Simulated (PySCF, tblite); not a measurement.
**C7H9O radical: geometry, infrared bands and EPR parameters**

Wanted: the infrared bands and EPR parameters of C7H9O radical (`C=[C][C@@H](C)/C=C\C=O`), by calculation.

Computed with tblite 0.8.0 and PySCF 2.14.0, with density-fitted response routines of our own, on a single molecule in the gas phase. Atoms count from 0, in the outputs and in this text.

## 1. The starting structure

17 atoms, charge 0, multiplicity 2; geometry from: force field or distance geometry start.

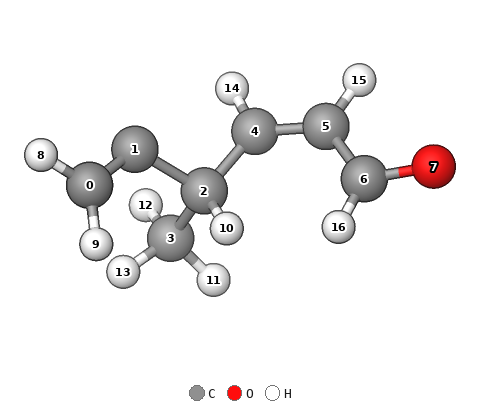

The starting geometry (carbon grey, oxygen red, hydrogen white), atoms numbered.

## 2. Relaxing the molecule with GFN2-xTB

Job settings and geometry (Å):

```
{"job": {"kind": "relax", "xc": "GFN2-xTB", "basis": "xTB"}, "charge": 0, "multiplicity": 2}
C     -2.041000     1.541200     0.680100
C     -1.168500     1.212600    -0.245700
C     -0.317900    -0.042200    -0.053300
C     -1.256900    -1.163600    -0.482000
C      0.812100     0.115900    -0.952500
C      2.047500     0.003300    -0.573700
C      2.471300    -0.285700     0.786200
O      3.710100    -0.360800     1.006500
H     -2.628300     2.433000     0.532100
H     -2.236700     0.975400     1.590800
H     -0.084100    -0.138200     1.015100
H     -0.824500    -2.156500    -0.210100
H     -1.557700    -1.124900    -1.522000
H     -2.189200    -1.045200     0.108200
H      0.614500     0.346800    -1.998500
H      2.824900     0.140500    -1.313300
H      1.817300    -0.439800     1.622300
```

Launch:

```bash
$ OMP_NUM_THREADS=1 python probes_run.py task.json out
```

One launch serves the whole session: the jobs run in the order shown.

**Question.** This job is followed by: GFN2-xTB harmonic vibrations, gas phase; UKS B3LYP, pcH-1 on C H O, non-relativistic, mean-field spin-orbit, GIAO. Predict these results of the whole session: strongest single infrared mode (GFN2-xTB); zero-point energy (GFN2-xTB); g(iso) (B3LYP); ⟨S²⟩; largest a(iso); surface potential, least and greatest.

As calculated:

| quantity | value |
| --- | --- |
| strongest single infrared mode (GFN2-xTB) | 1606 cm⁻¹, 304 km/mol |
| zero-point energy (GFN2-xTB) | 84.7 kcal/mol |
| g(iso) (B3LYP) | 2.00484 |
| ⟨S²⟩ | 0.763 (exact 0.75) |
| largest a(iso) | 13C on C2, 54.2 MHz |
| surface potential, least and greatest | -1.94 V and 1.10 V |

In words: Relaxing lowered the energy by 1.869 eV in 167 steps; the close pair that moved most is C1–C4, from 2.372 to 1.498 Å. No mode is imaginary among the 45: a minimum at this level. The strongest single mode, at 1606 cm⁻¹, moves mainly C6 and O7. Unscaled tight-binding wavenumbers are off by several per cent, some by more. Its intensities can rank the bands wrongly. The structure rearranged or came apart on optimisation; the results belong to the end geometry, not to the formula as drawn. C5 carries the largest spin population, 0.72 e. The isotropic g lies 2.5 ppt above the free-electron value.
